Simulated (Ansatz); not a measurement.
**ClFGe2H4: rigid torsion scan from a Python script**

A script is to give a rigid torsion scan; the system is ClFGe2H4.

Computed with the Python package of Ansatz 0.2.0. The levels of theory stand in the script.

## 1. The system

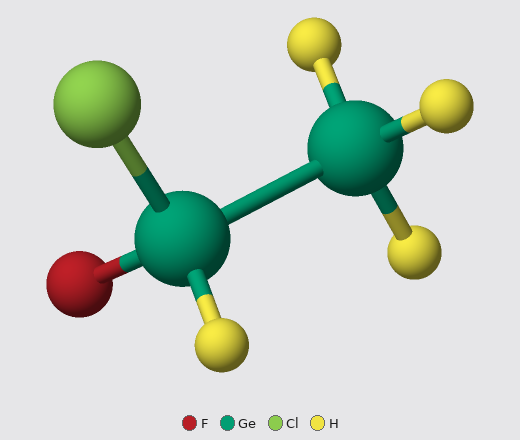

The structure that the script starts from, seen from a chosen angle (fluorine red, germanium teal, chlorine green, hydrogen yellow).

No structure file is read: the coordinates are typed or built in the script.

## 2. The script

The input, torsion.py:

```python
'''Energy of ClFGe2H4 as one group turns about a bond.'''

import ansatz as az
from ase import Atoms

atoms = Atoms(['F', 'Ge', 'Cl', 'Ge', 'H', 'H', 'H', 'H'], positions=[
    [-1.5477, -0.5344, -1.7468],
    [-0.4531, 0.5452, -0.9277],
    [1.187, 0.9784, -2.2514],
    [0.4226, -0.5499, 1.0348],
    [-1.1443, 1.8658, -0.5427],
    [-0.8457, -0.8529, 1.9762],
    [1.0729, -1.8822, 0.6381],
    [1.4004, 0.373, 1.7636],
])

# relax first, so that the scan starts from a minimum
first = (
    az.Crystal.molecule_from_ase(atoms).calculation()
    .basis(gaussian='def2-SVP')
    .functional('pbe0')
    .relax(force_tolerance=0.02, max_steps=80)
)
atoms.positions = first.run(threads=1, pin='off').report['positions_ang']

start = atoms.get_dihedral(0, 1, 3, 5)
energies = {}
for turn in range(0, 121, 20):
    turned = atoms.copy()
    turned.set_dihedral(0, 1, 3, 5, start + turn, indices=[3, 5, 6, 7])
    base = az.Crystal.molecule_from_ase(turned).calculation()
    base = base.basis(gaussian='def2-SVP').correlation('mp2')
    energies[round((start + turn) % 360)] = base.run(threads=1, pin='off').report['free_energy_ev']
floor = min(energies.values())
print('dihedral F0-Ge1-Ge3-H5 (deg)   E - E(min) (kcal/mol)')
for angle, e in sorted(energies.items()):
    print(f'{angle:8d} {23.060548 * (e - floor):14.3f}  ' + '#' * int(30 * (e - floor) / max(max(energies.values()) - floor, 1e-9)))
```

## 3. The input behind the calls

The package turns the script's settings into the engine's input (first run):

```yaml
crystal:
  periodic: [false, false, false]
  atoms:
    - { symbol: F, position_ang: [-1.5477, -0.5344, -1.7468] }
    - { symbol: Ge, position_ang: [-0.4531, 0.5452, -0.9277] }
    - { symbol: Cl, position_ang: [1.187, 0.9784, -2.2514] }
    - { symbol: Ge, position_ang: [0.4226, -0.5499, 1.0348] }
    - { symbol: H, position_ang: [-1.1443, 1.8658, -0.5427] }
    - { symbol: H, position_ang: [-0.8457, -0.8529, 1.9762] }
    - { symbol: H, position_ang: [1.0729, -1.8822, 0.6381] }
    - { symbol: H, position_ang: [1.4004, 0.373, 1.7636] }
basis:
  gaussian:
    orbitals: def2-SVP
hamiltonian:
  xc: pbe0
relax:
  f_tol: 0.02
  max_steps: 80
```

## 4. The run

Started as:

```sh
$ python torsion.py
```

What it wrote:

```text
dihedral F0-Ge1-Ge3-H5 (deg)   E - E(min) (kcal/mol)
      17          0.750  #######################
      37          0.285  ########
      57          0.049  #
     297          0.000
     317          0.230  #######
     337          0.712  #####################
     357          0.971  ##############################
```

Wall time 60 s (1 thread of AMD EPYC 7R43 (Zen 3), shared host); peak memory 0.39 GiB.

## 5. The relaxation of run 0, step by step

Relaxation path:

```csv
step,energy from step 1 (eV),largest force component (eV/Å)
1,0.0000,0.9872
2,-0.0559,0.5193
3,-0.0924,0.2222
4,-0.0946,0.2860
5,-0.1015,0.0666
6,-0.1017,0.0047
```

Step 1 is the start.

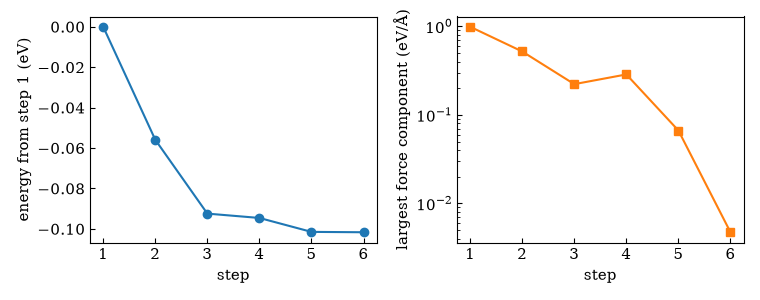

Energy and largest force along the relaxation.

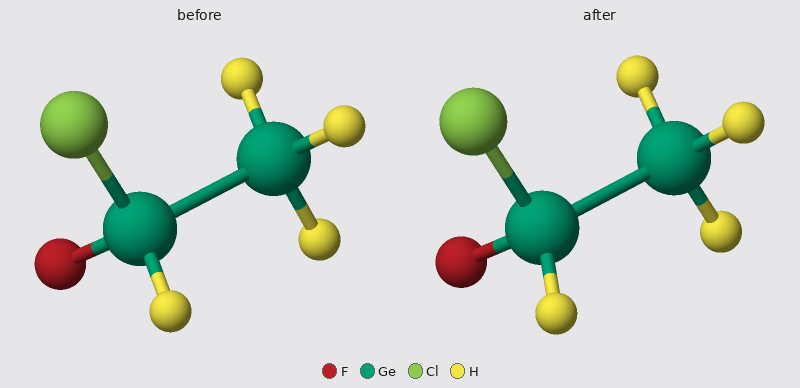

Before and after, at one scale.

Before: Bond lengths: F1–Ge2 1.742 Å, Ge2–Cl3 2.152 Å, Ge2–Ge4 2.412 Å, Ge2–H5 1.539 Å, Ge4–H6 1.608 Å, Ge4–H7 1.535 Å, Ge4–H8 1.529 Å. Angles: F1–Ge2–Cl3 108.3°, F1–Ge2–Ge4 109.2°, F1–Ge2–H5 111.5°, Cl3–Ge2–Ge4 108.4°, Cl3–Ge2–H5 108.9°, Ge4–Ge2–H5 110.4°, Ge2–Ge4–H6 106.0°, Ge2–Ge4–H7 109.7°, Ge2–Ge4–H8 110.2°, H6–Ge4–H7 108.8°, H6–Ge4–H8 109.8°, H7–Ge4–H8 112.1°.

After: Bond lengths: F1–Ge2 1.743 Å, Ge2–Cl3 2.160 Å, Ge2–Ge4 2.422 Å, Ge2–H5 1.538 Å, Ge4–H6 1.536 Å, Ge4–H7 1.534 Å, Ge4–H8 1.536 Å. Angles: F1–Ge2–Cl3 105.8°, F1–Ge2–Ge4 107.9°, F1–Ge2–H5 105.8°, Cl3–Ge2–Ge4 108.8°, Cl3–Ge2–H5 107.4°, Ge4–Ge2–H5 120.3°, Ge2–Ge4–H6 109.5°, Ge2–Ge4–H7 108.0°, Ge2–Ge4–H8 108.4°, H6–Ge4–H7 110.5°, H6–Ge4–H8 110.0°, H7–Ge4–H8 110.4°.

Run 0 is this relaxation; the runs after it count from 1.

## 6. The engine's runs

One row for each of the 7 runs:

| run | turn (°) | energy from run 1 (eV) | iterations in all | CPU time (s) |
| --- | --- | --- | --- | --- |
| 1 | 0 | 0.0000 | 11 | 3 |
| 2 | 20 | 0.0100 | 11 | 3 |
| 3 | 40 | 0.0309 | 11 | 2.9 |
| 4 | 60 | 0.0421 | 11 | 3 |
| 5 | 80 | 0.0325 | 11 | 3 |
| 6 | 100 | 0.0124 | 11 | 3 |
| 7 | 120 | 0.0021 | 11 | 2.9 |

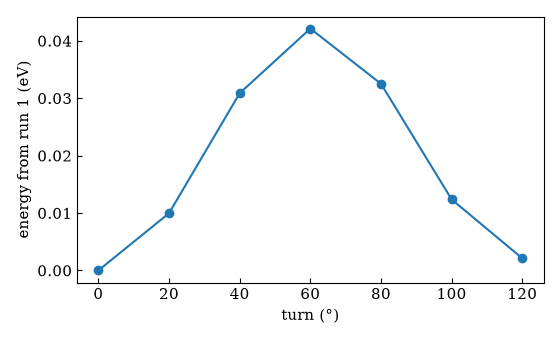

Energy against turn; lines join the points.

## 7. What came out

| quantity | value |
| --- | --- |
| runs compared | 7 |
| range of energy | 0.042 eV |
| lowest point, turn (°) | 0 |

In words: The lowest point lies at a turn of 0°, the highest 0.042 eV (4.1 kJ/mol) above it at 60°. The grid can miss the true lowest and highest points, and the rest of the molecule is held rigid. Run 0: After 5 moves the largest shift is 0.192 Å, of atom 5 (H). The scan is rigid and the energies are electronic, in a modest basis. With rigid groups the curve can differ much from the relaxed path, the start wasn't checked as a minimum of this torsion, and equivalent turns needn't return to the same energy. The start is relaxed with a density functional and scanned with the wavefunction method, so it isn't exactly that method's minimum.
